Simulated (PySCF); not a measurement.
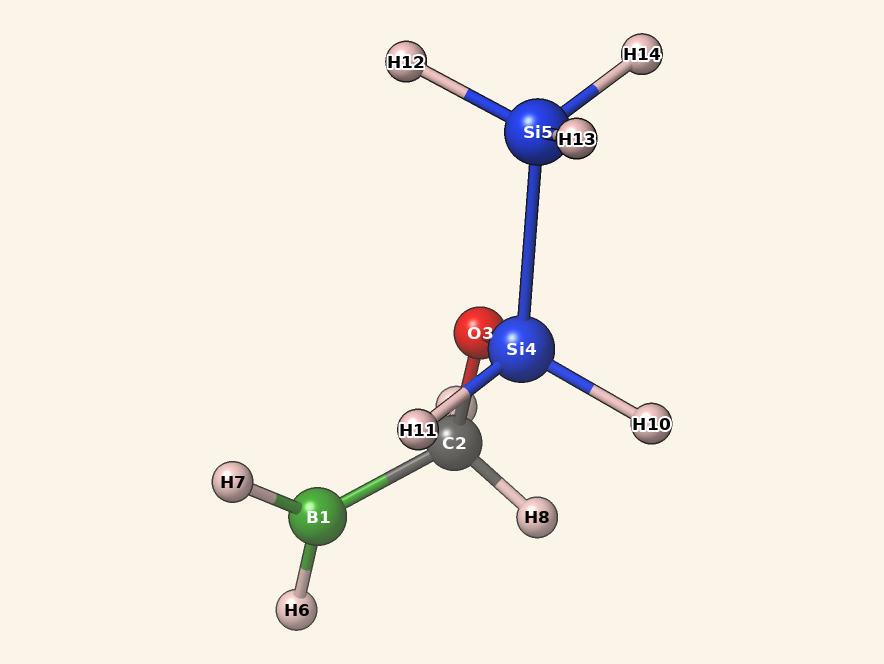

O3 lies behind Si4. The molecule seen a little off the Si4–O3 bond, Si4 in front. Distant atoms are faded towards the background colour. The geometry was computed by an optimisation with PBE0-D3(BJ)/def2-SVP. No frequency run is at hand to confirm it as a minimum.

What is the torsion angle Si5–Si4–O3–C2? The sign is positive where the front bond must turn clockwise to cover the back bond.

Answer. −177°, antiperiplanar (anti).
